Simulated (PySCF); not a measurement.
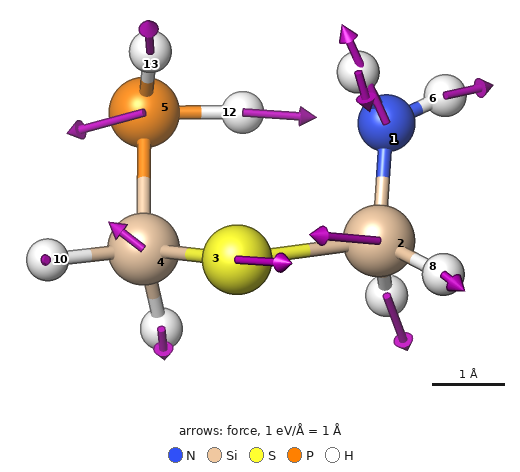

Starting geometry of Si2PNH8S with the computed forces as purple arrows. Style: ball-and-stick. Shown at a tilt.

The start comes from GFN2-xTB. Its atoms were then displaced at random by about 0.01 Å.

These are results of PySCF, PBE0-D3(BJ)/def2-SVP geometry optimisation, gas phase, not measurements. 

Is this structure relaxed? If not, where do the atoms go?

It isn't relaxed: the largest force vector, on the N atom, is 1.63 eV/Å. The final displacements have little in common with the starting forces (cosine between the two patterns −0.03). The largest move after the best rigid fit is that of an H atom, 1.08 Å. Largest moves by element: H 1.08 Å, P 0.45 Å, N 0.43 Å, Si 0.24 Å, S 0.22 Å. Some distances before and after: H–Si 1.436 → 1.491 Å, S–Si 2.100 → 2.155 Å, H–P 1.383 → 1.428 Å, H–Si 1.461 → 1.495 Å. Bond angles that change, for instance: N–Si–S 106.1° → 112.3°, Si–S–Si 104.3° → 99.0°, H–N–H 108.1° → 112.5°. Groups turn about N–Si by about 40°, S–Si by about 25°. The energy falls by 22.9 kJ/mol in 16 geometry steps.
